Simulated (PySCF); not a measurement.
**CH9AsOSi2 (SMILES C[AsH][SiH2]O[SiH3]): density, localisation and related maps**

```xyz
14

C     2.4519    0.6074   -0.4325
As    1.5330   -1.0907   -0.8783
Si   -0.6168   -0.2360   -0.9173
O    -1.0356   -0.1616    0.6573
Si   -2.1672    0.1566    1.7688
H     3.5312    0.5000   -0.5456
H     2.1165    1.4332   -1.0572
H     2.2453    0.8507    0.6097
H     1.6760   -0.9239   -2.3739
H    -0.7814    1.1273   -1.4510
H    -1.6104   -1.0786   -1.5955
H    -2.4958    1.5791    1.6887
H    -1.5073   -0.2012    3.0206
H    -3.3401   -0.6671    1.4840
```

Geometry: GFN2-xTB.

Theory: B3LYP/def2-SVPD, SCF density, gas phase (PySCF).

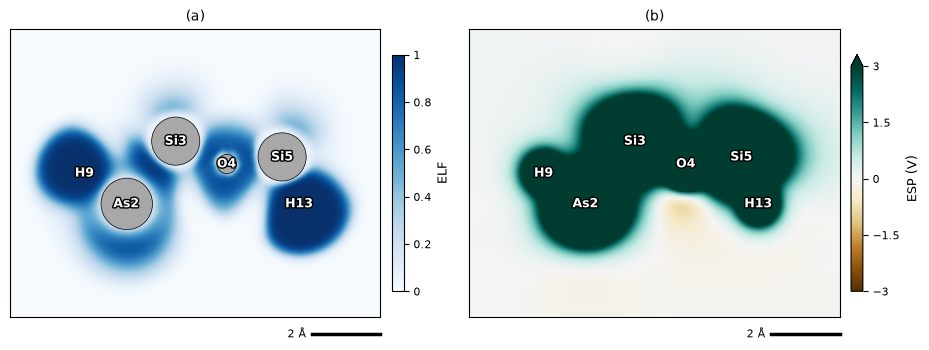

Figure 1. (a) electron localisation function; (b) electrostatic potential on the plane of atoms O4, Si5 and H13. Grey discs cover the atomic cores in the ELF map.

**Describe what can be read from this map.**

The plane passes through As, Si, O and H nuclei.
Si–O (1.62 Å): the ELF peaks at about 0.85 between the atoms (a short, strongly polar bond).
Si–As (2.31 Å): the ELF peaks at about 0.95 between the atoms, as expected for localised, covalent bonding.
Si–H (1.46 Å): the ELF climbs to about 1 towards the hydrogen, as it does in any bond to H.
As–H (1.51 Å): the ELF climbs to about 1 towards the hydrogen.
The ELF also peaks beside As2 and O4, away from the bonds: lone-pair regions.
Outside the dense part of the molecule the potential is most negative (−0.8 V) near O4.

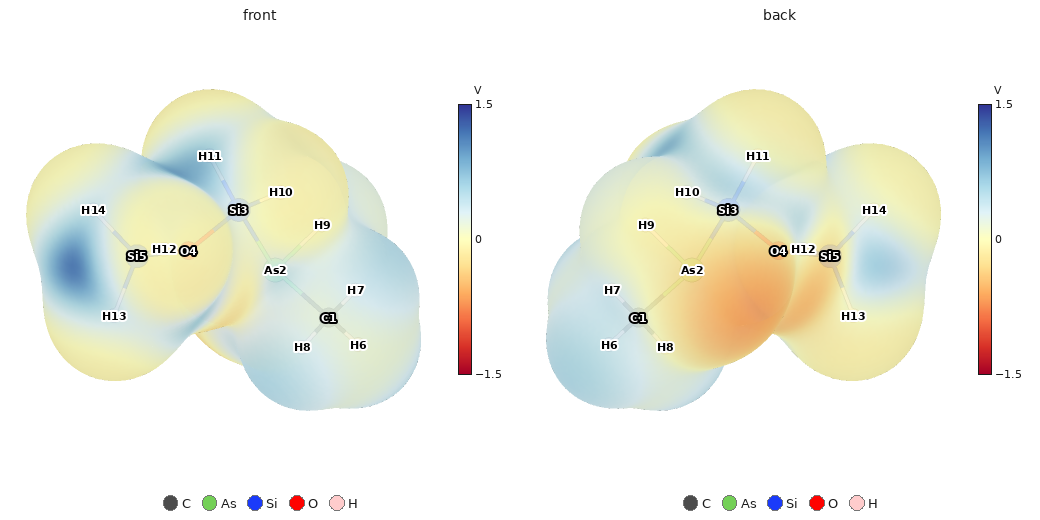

Figure 2. The electrostatic potential painted on the density surface at 0.001 e/bohr³, seen from the front and from behind; red is negative and blue positive.

**Which sites attract a positive test charge, and which a negative one?**

A positive charge is drawn to the negative regions and a negative charge to the positive ones. The most negative region (about −0.6 V) lies over As2, the most positive (about +1.0 V) over Si5.

**What dipole moment does the calculation give?**

Its dipole moment is 0.85 D.
